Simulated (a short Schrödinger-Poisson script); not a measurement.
Structure: MOS inversion layer, Al2O3 on p-type Ge(111), at 300 K.

```tsv
layer	material	thickness (nm)	Na (cm⁻³)
1	Al2O3	3.5	-
2	Ge	420	9.5e17
```

The device is made up for the run: typed textbook-type constants, with dimensions and the other settings drawn at random. Al2O3: permittivity 9, conduction-band edge (eV) 2.65, gap (eV) 6.8, electron mass (mₑ) 0.3. Ge: permittivity 16, conduction-band edge (eV) 0, gap (eV) 0.664, Nv at 300 K (cm⁻³) 6e18.

Channel valleys (confinement mass, in-plane density-of-states mass, number): L1 1.59, 0.08, 1; L3 0.09, 0.34, 3. At the gate the conduction-band edge of layer 1 lies 2.96 eV − eVg above the Fermi level of the channel; the field vanishes at the back. Gaps are held at their typed values at every temperature. Mesh 0.03 nm at interfaces.

Solved with a short Schrödinger-Poisson script written for these runs: 1D Poisson equation in equilibrium, electrons quantum, Hartree (BenDaniel-Duke, 12 states a valley, the channel's in-plane mass for all, wave functions free to enter the dielectric), parabolic valleys, classical holes, full ionisation, no traps, pinning or gate leakage.

Only gate voltages with over 1e8 electrons/cm² are shown.

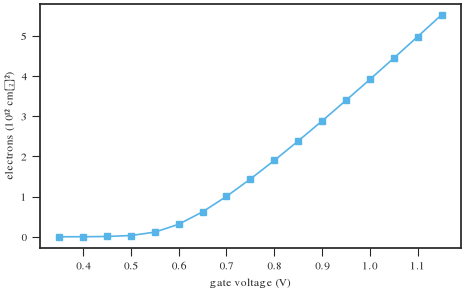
Figure: Sheet density against gate voltage

| Vg (V) | electrons (cm⁻²) | C (μF/cm²) | L1 E0 (meV) | L1 E1 (meV) | L3 E0 (meV) | L3 E1 (meV) |
|---|---|---|---|---|---|---|
| 0.35 | 3.82e8 | 0.408 | 214.9 | 261.6 | 295.1 | 405.8 |
| 0.4 | 1.67e9 | 0.398 | 175.7 | 224.0 | 258.5 | 373.9 |
| 0.45 | 7.34e9 | 0.406 | 136.4 | 186.2 | 221.5 | 341.3 |
| 0.5 | 3.13e10 | 0.480 | 98.0 | 149.2 | 185.4 | 309.2 |
| 0.55 | 1.15e11 | 0.702 | 63.1 | 115.8 | 152.7 | 280.0 |
| 0.6 | 3.11e11 | 1.01 | 35.2 | 89.7 | 127.1 | 257.4 |
| 0.65 | 6.20e11 | 1.26 | 14.6 | 70.8 | 108.9 | 241.4 |
| 0.7 | 1.00e12 | 1.41 | -1.2 | 56.9 | 95.5 | 230.0 |
| 0.75 | 1.44e12 | 1.50 | -14.1 | 46.0 | 85.2 | 221.5 |
| 0.8 | 1.90e12 | 1.57 | -25.1 | 37.2 | 76.8 | 214.7 |
| 0.85 | 2.38e12 | 1.61 | -34.9 | 29.6 | 69.7 | 209.3 |
| 0.9 | 2.88e12 | 1.65 | -43.8 | 23.0 | 63.6 | 204.8 |
| 0.95 | 3.39e12 | 1.68 | -51.9 | 17.2 | 58.2 | 200.9 |
| 1 | 3.91e12 | 1.70 | -59.6 | 11.9 | 53.3 | 197.7 |
| 1.05 | 4.44e12 | 1.72 | -66.8 | 7.1 | 48.9 | 194.9 |
| 1.1 | 4.98e12 | 1.74 | -73.6 | 2.7 | 44.9 | 192.4 |
| 1.15 | 5.52e12 | 1.75 | -80.2 | -1.4 | 41.2 | 190.3 |

Subbands count from the Fermi level.

Only the L valleys are kept; under strong confinement the Δ valleys of Ge fill too.
